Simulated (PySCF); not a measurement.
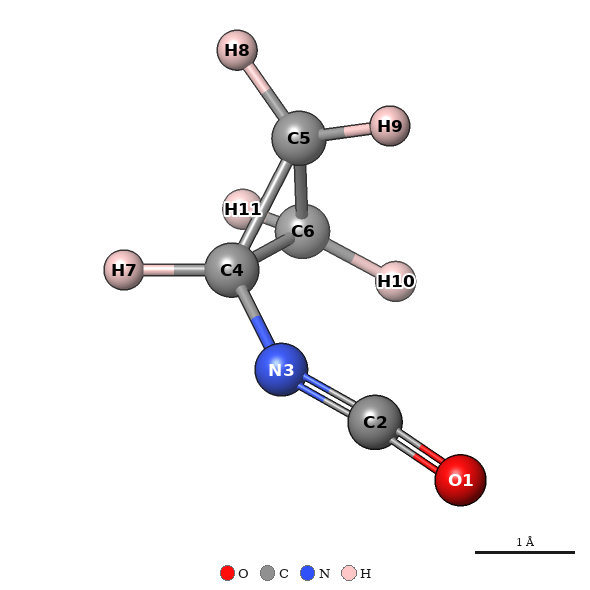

Orthographic view. Distant atoms are faded towards the background colour. Computed geometry: PBE0-D3(BJ)/def2-SVP optimisation. No frequency run is at hand to confirm it as a minimum.

Write a MOL file (V2000) with the atoms in numerical order, bonds sorted by atom number with the orders drawn, and coordinates in the frame of the picture: x right, y up, z towards the viewer, origin at the mean position.

```
C4H5NO
                    3D

 11 11  0  0  0  0  0  0  0  0999 V2000
    1.5900   -2.2400    1.9100 O   0  0  0  0  0  0  0  0  0  0  0  0
    0.7200   -1.6600    1.3800 C   0  0  0  0  0  0  0  0  0  0  0  0
   -0.2300   -1.1200    0.8900 N   0  0  0  0  0  0  0  0  0  0  0  0
   -0.7300   -0.1100    0.0600 C   0  0  0  0  0  0  0  0  0  0  0  0
   -0.0500    1.2200   -0.0300 C   0  0  0  0  0  0  0  0  0  0  0  0
   -0.0100    0.2800   -1.2000 C   0  0  0  0  0  0  0  0  0  0  0  0
   -1.8200   -0.1100    0.0200 H   0  0  0  0  0  0  0  0  0  0  0  0
   -0.6700    2.1200   -0.0900 H   0  0  0  0  0  0  0  0  0  0  0  0
    0.8700    1.3500    0.5400 H   0  0  0  0  0  0  0  0  0  0  0  0
    0.9300   -0.2300   -1.4100 H   0  0  0  0  0  0  0  0  0  0  0  0
   -0.6200    0.5000   -2.0800 H   0  0  0  0  0  0  0  0  0  0  0  0
  1  2  2  0
  2  3  2  0
  3  4  1  0
  4  5  1  0
  4  6  1  0
  4  7  1  0
  5  6  1  0
  5  8  1  0
  5  9  1  0
  6 10  1  0
  6 11  1  0
M  END
```
